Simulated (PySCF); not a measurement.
Molecule: SMILES C(C=C)CC, singlet. Atoms near the plane z = 0.0 Å, at the GFN2-xTB optimised geometry (x, y, z in Å): C1 (1.4, -1.9, -0.9), C2 (0.7, -1.3, 0.0), C3 (-0.8, -1.3, 0.0), C4 (-1.4, 0.1, 0.0), H7 (2.5, -1.9, -0.9), H8 (1.1, -0.8, 0.8), H9 (-1.2, -1.8, -0.9), H10 (-1.2, -1.8, 0.9), H11 (-1.0, 0.7, 0.9), H12 (-2.5, 0.1, 0.1).

Method: CAM-B3LYP/def2-TZVP (PySCF). Cells within 0.4 Å of a nucleus heavier than hydrogen are left out (blank, or x). The values are rescaled to run from 0 to 1.

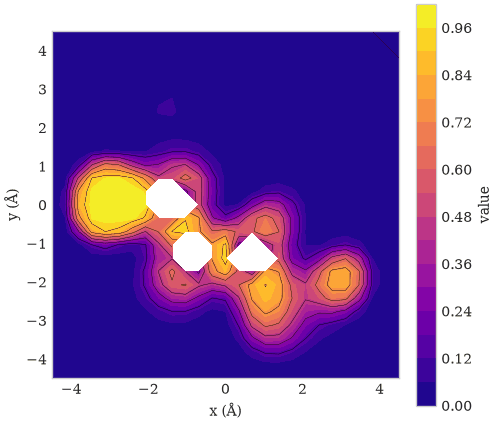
Figure. a field on the plane z = 0.0 Å.

Task: Which quantity is mapped?
A) log10 of the electron density
B) deformation density (molecule minus spherical neutral atoms)
C) electron localisation function
D) electrostatic potential

Result: C, electron localisation function
